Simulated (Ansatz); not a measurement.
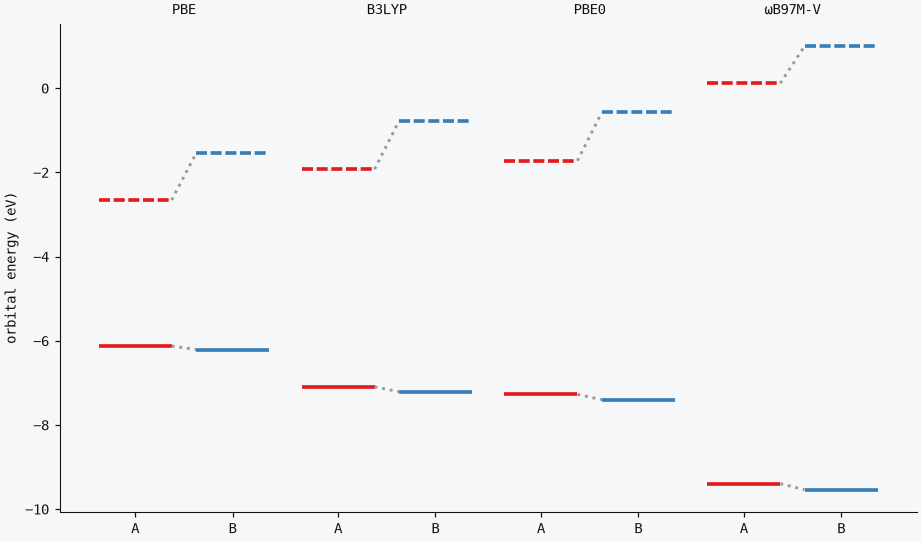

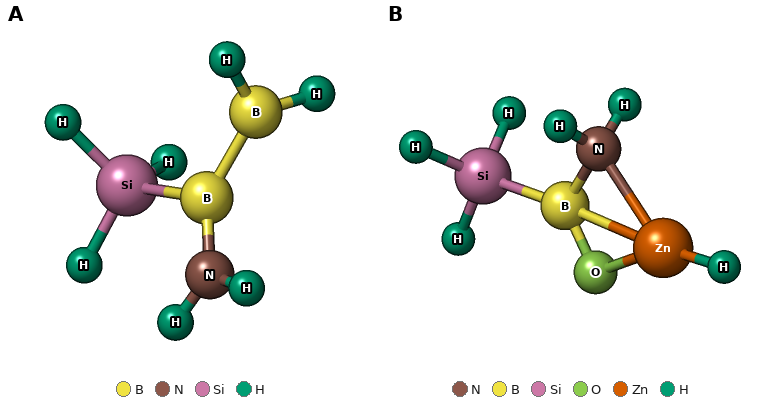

One change: A, B₂SiNH₇ (SMILES BB(N)[SiH3]), becomes B, ZnBSiNH₆O (SMILES NB([SiH3])[O][ZnH]). BH₂ on B is replaced by ZnHO (bound through O). HOMO (solid) and LUMO (dashed) computed in def2-TZVPP at PBE0-D4/def2-TZVP geometries, both minima by their frequencies, gas phase, the Ansatz code. Empty levels above zero depend strongly on the basis.

> What does the change do to HOMO and LUMO?

PBE: the HOMO falls by 0.08 eV, the LUMO rises by 1.11 eV, and the separation goes from 3.47 to 4.66 eV. B3LYP: the HOMO falls by 0.12 eV, the LUMO rises by 1.14 eV, and the separation goes from 5.17 to 6.43 eV. PBE0: the HOMO falls by 0.13 eV, the LUMO rises by 1.15 eV, and the separation goes from 5.55 to 6.82 eV. ωB97M-V: the HOMO falls by 0.15 eV, the LUMO rises by 0.88 eV, and the separation goes from 9.51 to 10.54 eV.

> Do the functionals agree on the effect?

They agree on the direction for both levels; the HOMO shift lies between −0.15 and −0.08 eV and the LUMO shift between 0.88 and 1.15 eV, while the separations themselves differ by up to 6.0 eV between functionals.

Note: one conformer of each flexible molecule.
